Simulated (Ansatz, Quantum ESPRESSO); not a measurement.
# SrLiH3 (Pm-3m): modes at Γ and the response to a field, part 3 of 3

Which modes does SrLiH3 (Pm-3m) have at the zone centre?

Quantum ESPRESSO 7.5; DFT PBE, scalar-relativistic, plane waves, JTH PAW pseudopotentials.

So far. Step 5 (Linear response at Γ): The acoustic modes at Γ come out as far as 9.2 cm⁻¹ from zero, where they should vanish, a small numerical error; the Born charges miss their sum rule by 0.016 e, which is good. The lowest optical mode is imaginary, 404i cm⁻¹, an instability at this level and on this k mesh. Step 6 (Modes with the sum rule): The rule also moves an optical mode by 1.0 cm⁻¹. The relaxed cell has a = 4.638 Å (conventional setting).

## Step 8: Modes along a direction of q (1 0 0)

A longitudinal polar mode sets up a macroscopic field that stiffens it; the term hangs on the direction from which q goes to zero.

Contents of dynmat.in:

```
 &input
    fildyn='g.dyn',
    asr='simple',
    fileig='dynmat.eig',
    q(1)=1.0,
    q(2)=0.0,
    q(3)=0.0,
 /
```

Started as:

```bash
dynmat.x -in dynmat.in > dynmat.out
```

Numbers of over 12 decimals in the logs are rounded to 6 here.

Output:

```text
[banner, memory and clock lines left out]
Program DYNMAT v.7.5

     Reading Dynamical Matrix from file g.dyn
     ...Force constants read
     ...epsilon and Z* read

     Polarizability (A^3 units)
     multiply by 0.535626 for Clausius-Mossotti correction
        20.644574    0.000000    0.000000
         0.000000   20.644574    0.000000
         0.000000    0.000000   20.644574

     IR activities are in (D/A)^2/amu units

# mode   [cm-1]    [THz]      IR
    1   -403.34  -12.0919    0.0000
    2   -403.34  -12.0919    0.0000
    3   -403.34  -12.0919    0.0000
    4   -396.63  -11.8906   49.0146
    5   -396.63  -11.8906   49.0146
    6     -0.00   -0.0000    0.0000
    7     -0.00   -0.0000    0.0000
    8      0.00    0.0000    0.0000
    9    105.86    3.1737    7.7939
   10    260.74    7.8167    6.1364
   11    260.74    7.8167    6.1364
   12    445.57   13.3579   37.3609
   13   1251.57   37.5211   22.3534
   14   1251.57   37.5211   22.3534
   15   1314.38   39.4041   32.3496

[end of the log left out, with the tail of the file of modes that dynmat.x writes under the same name]
```

Elapsed: 0.45 s, on 1 thread of Arm Neoverse V1, shared host.

Numbers from this step:

```yaml
highest_mode_moved_by_the_lo_to_term: 1314 cm⁻¹
```

Zone-centre frequencies as printed; negative means imaginary. Modes:

```csv
mode,frequency (cm⁻¹)
1,-403.3
2,-403.3
3,-403.3
4,-396.6
5,-396.6
6,0
7,0
8,0
9,105.9
10,260.7
11,260.7
12,445.6
13,1252
14,1252
15,1314
```

The field moves 3 modes; the highest of them now lies at 1314 cm⁻¹, where the highest that moved away lay at 1252.

## Step 9: The same in Ansatz

The same cell goes through another code, with its own cutoff. The potentials differ. Its k mesh is centred on Γ.

This step: DFT PBE, scalar-relativistic, plane waves, PAW (Ansatz 0.2.0).

Contents of input.yaml:

```yaml
crystal:
  lattice:
    - [4.6376303817, 0.0, 0.0]
    - [0.0, 4.6376303817, 0.0]
    - [0.0, 0.0, 4.6376303817]
  atoms:
    - { symbol: Li, position: [0.0, 0.0, 0.0] }
    - { symbol: Sr, position: [0.5, 0.5, 0.5] }
    - { symbol: H, position: [0.0, 0.5, 0.5] }
    - { symbol: H, position: [0.5, 0.0, 0.5] }
    - { symbol: H, position: [0.5, 0.5, 0.0] }
kpoints:
  mp_grid: { grid: [6, 6, 6] }
hamiltonian:
  xc: pbe
scf:
  occupations: { method: fixed }
output:
  eigenvalues: true
phonons:
  method: dfpt
  dielectric: true
  rigid_motions: translations
```

Started as:

```bash
ansatz run input.yaml --threads 4 --pin off --max-ram 8192MiB --backend cpu --events-out ev --progress --plain --runs-dir out
```

Output:

```text
Engine: ansatz 0.2.0, aarch64-unknown-linux-gnu
Pseudopotentials: kind: paw
Pseudopotential: Li, paw, valence charge 3, recommended cutoff 420 eV (normal), Li.paw.azcp
Pseudopotential: Sr, paw, valence charge 10, recommended cutoff 420 eV (normal), Sr.paw.azcp
Pseudopotential: H, paw, valence charge 1, recommended cutoff 420 eV (normal), H.paw.azcp
Functional definition: PBE
  parameter kappa = 0.804
  parameter beta = 0.066725
  exchange = pbe_x(kappa = kappa, mu = beta*pi^2/3)
  correlation = pbe_c(beta = beta)
Crystal: 5 atoms, lattice volume = 99.744 Å³
Basis set: ecut = 420 eV, 1935 PW (Γ), exchange–correlation on 64×64×64 points (8 copies of the dense FFT grid, shifted against one another)
Bands: 13, of which v1, the nominal top of the filled ones, is band 8 counted from 1 (7 counted from 0)
Symmetry: 48 space group operations
k-points: 80 of 216 (irreducible under 2 space group operations, time reversal used)
Non-local potential: Li, projectors of the file, l = 0: 3, l = 1: 2, l = 2: 1
Non-local potential: Sr, projectors of the file, l = 0: 3, l = 1: 2, l = 2: 2
Non-local potential: H, projectors of the file, l = 0: 2, l = 1: 1
PAW form: soft (Blöchl's): semilocal exchange-correlation on the pseudo side does not see the compensation charge
PAW one-centre angular grid: Li, 110 points (default); XC on 64 Gauss nodes
PAW one-centre angular grid: Sr, 110 points (default); XC on 64 Gauss nodes
PAW one-centre angular grid: H, 110 points (default); XC on 64 Gauss nodes
Initial density: superposition of atomic densities (neutral atoms: chi_scale 0, normalization atom), corrected by the library's trained network
Initial wavefunctions: pseudopotential atomic-orbital guess
Functional: x = pbe(κ = 0.804, μ = 0.219515), c = pbe(β = 0.066725)
SCF iter   1: F=—  HF=-3796.688702 eV  |F-HF|=—  |Δ(HF+E_count)|=         —  Δρ=1.12e-3  dr2=1.68e-3  ethr=1.77e-3  ⟨swp⟩=5.4  Hψ=6040  notcnv=0  defer=142
preconditioner: auto → Resta (q_TF=auto, 2.011 Å⁻¹)  ε∞=3.4  [insulator: Δε(μ)=1.833 eV  Ē_g=5.834 eV  n_scr=18 (ndim 8)  ℏωp=9.1 eV  f_vac=0.000  ε∞_Penn≈3.4]
SCF iter   2: F=—  HF=-3796.689896 eV  |F-HF|=—  |Δ(HF+E_count)|=   1.19e-3  Δρ=6.55e-4  dr2=6.14e-4  ethr=1.05e-5  ⟨swp⟩=2.7  Hψ=2364  notcnv=0  defer=208
SCF iter   3: F=—  HF=-3796.690559 eV  |F-HF|=—  |Δ(HF+E_count)|=   6.63e-4  Δρ=1.45e-4  dr2=2.77e-5  ethr=3.84e-6  ⟨swp⟩=2.9  Hψ=1677  notcnv=0  defer=209
SCF iter   4: F=—  HF=-3796.690576 eV  |F-HF|=—  |Δ(HF+E_count)|=   1.69e-5  Δρ=2.81e-5  dr2=1.02e-6  ethr=1.73e-7  ⟨swp⟩=2.1  Hψ=1244  notcnv=0  defer=207
SCF iter   5: F=—  HF=-3796.690575 eV  |F-HF|=—  |Δ(HF+E_count)|=   5.55e-7  Δρ=9.59e-6  dr2=1.10e-7  ethr=6.35e-9  ⟨swp⟩=2.4  Hψ=1338  notcnv=0  defer=142
SCF iter   6: F=—  HF=-3796.690575 eV  |F-HF|=—  |Δ(HF+E_count)|=   9.99e-8  Δρ=1.33e-6  dr2=2.96e-9  ethr=6.88e-10  ⟨swp⟩=2.0  Hψ=1200  notcnv=0  defer=142
SCF iter   7: F=—  HF=-3796.690575 eV  |F-HF|=—  |Δ(HF+E_count)|=  7.17e-10  Δρ=3.96e-7  dr2=1.63e-10  ethr=1.85e-11  ⟨swp⟩=2.5  Hψ=1590  notcnv=0  defer=142
SCF iter   8: F=-3796.690575 eV  HF=-3796.690575 eV  |F-HF|=1.41e-11  |Δ(HF+E_count)|=  2.02e-10  Δρ=9.75e-8  dr2=5.67e-12  ethr=1.00e-12  ⟨swp⟩=13.5  Hψ=7970  notcnv=0
SCF 1 converged in 8 iterations: F = -3796.690575 eV  dr2 = 5.67e-12
  greatest PAW one-centre occupation: 1.000 electrons in one spin orbital (limit 2), on the Li atom at site 0 (counted from 0), in its partial waves of l = 0
DFPT response loops at Γ: preconditioner auto → none (the input reference at scf.mixing.eps_inf says where Resta's filter doesn't serve); β = 0.50; Broyden in place of MSR1
── the response to a field inside a basis, on 6×6×6 k-points: an SCF that follows is theirs, and a resumed run solves both again ──
Bands: 9, of which v1, the nominal top of the filled ones, is band 8 counted from 1 (7 counted from 0)
k-points: 10 of 216
Initial density: handed on by an earlier stage of this run
Initial wavefunctions: pseudopotential atomic-orbital guess (no wavefunctions were taken with the density)
Eigensolver: Dense (10 Hₖ)
SCF iter   1: F=—  HF=-3796.689934 eV  |F-HF|=—  |Δ(HF+E_count)|=         —  Δρ=1.90e-4  dr2=7.98e-6  ethr=1.00e-1
preconditioner: auto → Resta (q_TF=auto, 2.011 Å⁻¹)  ε∞=6.5  [insulator: Δε(μ)=2.163 eV  Ē_g=3.886 eV  n_scr=18 (ndim 8)  ℏωp=9.1 eV  f_vac=0.000  ε∞_Penn≈6.5]
SCF iter   2: F=—  HF=-3796.689940 eV  |F-HF|=—  |Δ(HF+E_count)|=   6.67e-6  Δρ=9.82e-5  dr2=2.11e-6  ethr=4.98e-8
SCF iter   3: F=-3796.689944 eV  HF=-3796.689944 eV  |F-HF|=2.72e-8  |Δ(HF+E_count)|=   3.20e-6  Δρ=8.73e-6  dr2=7.87e-8  ethr=1.32e-8
SCF 1 converged in 3 iterations: F = -3796.689944 eV  dr2 = 7.87e-8
DFPT response loops at Γ: mixed as the last ones told, above
SCF converged after 8 iterations
Free energy (F): -3796.690575 eV
Harris-Foulkes:  -3796.690575 eV  (|F-HF|=1.41e-11)
Internal energy: -3796.690575 eV  (E = F + TS)
E sigma→0 (E₀):  -3796.690575 eV
Fermi energy:    0.577226 eV
--- Per-component energies (eV) ---
  E_band       = -247.009203
  E_kinetic    = 305.751002
  E_local      = -1038.146570  (includes V_loc(G=0)·N_el)
  E_nonlocal   = 173.034877
  E_hartree    = 288.429758
  E_xc         = -210.058578
  E_vxc        = -209.313014  (∫ρ·V_xc dr)
  E_paw        = -2717.015198  (= ΣΔE_a)
  E_vpaw       = -55.191428  (= ΣTr[D̂ρ^β])
  E_aug_tail   = -0.003584  (compensation charges beyond the density's cutoff)
  E_ewald      = -598.682283
  E_smearing   = -0.000000  (= −TS)
  E_closure    = 0.000000  (closes the sum)
  Σ components = -3796.690575   (vs F -3796.690575, Δ=0.00e0)
--- Band table (eV; the first three rows and the last of 80) ---
  k-point 0: bands = [... 4 lower, -14.2856, -2.4882, -0.3312, -0.3312, 5.7421, 5.7798, 5.7798, 5.7798, ... 1 higher]
  k-point 1: bands = [... 4 lower, -14.2844, -2.3099, -0.2992, -0.2711, 4.8367, 5.6334, 5.6334, 6.5401, ... 1 higher]
  k-point 2: bands = [... 4 lower, -14.2819, -1.9011, -0.2326, -0.2229, 4.3946, 5.3732, 5.3732, 6.7821, ... 1 higher]
  k-point 79: bands = [... 4 lower, -14.3823, 0.5772, 0.5772, 0.5772, 3.0479, 3.0479, 3.0479, 4.9900, ... 1 higher]
--- Phonons (Γ-DFPT): 4 representative perturbations + reference, on 80 of 216 k-points (Σ response iterations 13) ---
  k mesh reduced under 2 symmetry operations, with k and −k counted as one. Each operation leaves every solved perturbation unchanged. A smaller set is not considered because the run solves the response to a homogeneous field
  ASR residual: 2.755e-4 → 0.000e0 eV/Å²; symmetrization residual: 3.431e-7 eV/Å²
  ASR residual per site (eV/Å²): 1.02e-5 2.76e-4 2.18e-5 2.18e-5 2.18e-5
  Γ frequencies (cm⁻¹): -405.93 -405.93 -405.93 -399.31 -399.31 -399.31 0.00 0.00 0.00 259.87 259.87 259.87 1251.47 1251.47 1251.47
  ε∞ (high-frequency dielectric tensor):
        3.606472    -0.000000     0.000000
       -0.000000     3.606472     0.000000
        0.000000     0.000000     3.606472
  softest optical mode at Γ: -405.93 cm⁻¹; the repairs (sum rule, projections) moved no ω² at Γ by more than (2.70 cm⁻¹)²
  Born effective charges Z* (e; rows j = field, columns β = displacement):
    site 0:
         1.42791   -0.00000    0.00000
         0.00000    1.42791   -0.00000
         0.00000    0.00000    1.42791
    site 1:
         1.61638    0.00000    0.00000
        -0.00000    1.61638   -0.00000
         0.00000    0.00000    1.61638
    site 2:
        -1.04549   -0.00000    0.00000
         0.00000   -0.99940    0.00000
         0.00000    0.00000   -0.99940
    site 3:
        -0.99940   -0.00000    0.00000
         0.00000   -1.04549   -0.00000
        -0.00000    0.00000   -0.99940
    site 4:
        -0.99940   -0.00000    0.00000
         0.00000   -0.99940   -0.00000
         0.00000    0.00000   -1.04549
  Z* charge neutrality: 1.439e-3 e pre-enforcement
  solved inside a basis spanned on kpoints, on 6×6×6 k-points, its susceptibility summed on 10×10×10: ε∞ is read to err by 8.7e-3, Z* by 1.1e-2 e (field_mesh: kpoints solves on kpoints); Z* is corrected for what the basis lacks
  optical modes at Γ without the LO–TO term, one row a degenerate level:
      ω (cm⁻¹)  modes    IR ((D/Å)²/amu)
       -405.93      3             0.0000
       -399.31      3           149.0301
        259.87      3            17.9798
       1251.47      3            67.6020
  optical modes at Γ + LO–TO along q̂ = [1.0000, 0.0000, 0.0000]:
      ω (cm⁻¹)  modes    IR ((D/Å)²/amu)
       -405.93      3             0.0000
       -399.31      2            99.3534
        107.85      1             7.8482
        259.87      2            11.9865
        444.65      1            37.6714
       1251.47      2            45.0680
       1314.76      1            32.6844
  optical modes at Γ + LO–TO along q̂ = [0.0000, 1.0000, 0.0000]:
      ω (cm⁻¹)  modes    IR ((D/Å)²/amu)
       -405.93      3             0.0000
       -399.31      2            99.3534
        107.85      1             7.8482
        259.87      2            11.9865
        444.65      1            37.6714
       1251.47      2            45.0680
       1314.76      1            32.6844
  optical modes at Γ + LO–TO along q̂ = [0.0000, 0.0000, 1.0000]:
      ω (cm⁻¹)  modes    IR ((D/Å)²/amu)
       -405.93      3             0.0000
       -399.31      2            99.3534
        107.85      1             7.8482
        259.87      2            11.9865
        444.65      1            37.6714
       1251.47      2            45.0680
       1314.76      1            32.6844
```

Elapsed: 16 s, on 4 threads; peak memory 0.67 GiB.

This step gave:

* gap on the k-mesh: 1.838 eV
* sum-rule residual before enforcement: 2.76e-4 eV/Å²
* miss of the charge sum rule: 0.001439 e
* estimated error of the dielectric tensor: 0.008724
* estimated error of the Born charges: 0.01097 e
* highest optical zone-centre mode (no LO-TO term): 1251 cm⁻¹
* lowest optical zone-centre mode: -405.9 cm⁻¹
* mean high-frequency dielectric constant: 3.607
* highest mode moved by the LO-TO term: 1315 cm⁻¹

Transverse modes; imaginary modes left out. Lines of the infrared spectrum (strongest = 100):

```csv
position (cm⁻¹),label,"IR intensity ((D/Å)²/amu), degenerate modes summed, relative"
260,T1u,27
1252,T1u,100
```

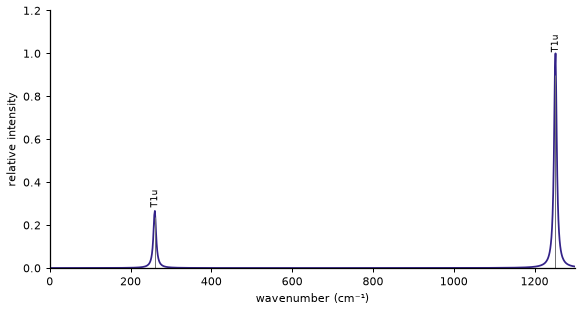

The infrared spectrum, broadened with Lorentzians of width 8 cm⁻¹; bars mark the lines.

## Step 10: The two compared: QE JTH and Ansatz, PAW

Numbers from this step:

- root-mean-square difference: 1.91 cm⁻¹
- largest difference: 2.68 cm⁻¹

The 12 of 12 modes that differ most. Frequencies side by side:

```csv
q (reciprocal lattice),mode,QE JTH (cm⁻¹),"Ansatz, PAW (cm⁻¹)"
0 0 0,1,-403.3,-405.9
0 0 0,2,-403.3,-405.9
0 0 0,3,-403.3,-405.9
0 0 0,4,-396.6,-399.3
0 0 0,5,-396.6,-399.3
0 0 0,6,-396.6,-399.3
0 0 0,10,260.7,259.9
0 0 0,11,260.7,259.9
0 0 0,12,260.7,259.9
0 0 0,13,1252,1251
0 0 0,14,1252,1251
0 0 0,15,1252,1251
```

The two runs side by side. Further quantities:

```csv
quantity,QE JTH,"Ansatz, PAW"
mean ε∞,3.601,3.607
"largest Born charge in size (e; the first before, the second after the charge sum rule)",1.616,1.616
```

At the zone centre the largest difference (acoustic modes at Γ apart) is 0.2 % of the highest mode.

## Step 11: What came out

| Quantity | Value |
| --- | --- |
| space group after relaxation | Pm-3m |
| volume per atom | 19.9 Å³ |
| gap on the k-mesh | 1.84 eV |
| highest optical zone-centre mode (no LO-TO term) | 1252 cm⁻¹ |
| lowest optical zone-centre mode | -403.3 cm⁻¹ |
| highest mode moved by the LO-TO term | 1314 cm⁻¹ |
| mean high-frequency dielectric constant | 3.60 |
| largest Born charge in size (third of the trace) | 1.62 e |
| imaginary optical modes at the zone centre (no q mesh in this session) | yes |
| largest difference from Ansatz, PAW | 2.68 cm⁻¹ |

In words: At the PBE level the optical modes of SrLiH3 (Pm-3m) at the zone centre (no LO-TO term) run from 403i to 1252 cm⁻¹, so the structure is a saddle point, with 6 modes beyond 10i cm⁻¹ there. Along the directions run, the highest mode that the macroscopic field moves lies at 1314 cm⁻¹. Of the 12 optical modes, 3 are silent and 9 are infrared active alone. QE JTH and Ansatz, PAW differ by 1.9 cm⁻¹ in the root mean square and by 2.7 cm⁻¹ at most, 0.2 % of the highest mode compared (acoustic modes at Γ left out); the two use different potentials, and the cell was not relaxed for the second set. These are harmonic frequencies at zero temperature: anharmonic shifts and linewidths and thermal expansion are left out. The structure comes from a database and need not be the phase that is stable at ambient conditions.

[Host names and launcher messages were left out of these logs when they were recorded.]

[Logs are printed without paths, hosts, clocks, repeated set-up lines and the standing remarks that a program may print on its own settings, such as how far it seeks lower states.]

[Hosts, paths, dates, database ids (printed as entryN), source tags and the programs' standing remarks are cut or masked in the printed files.]
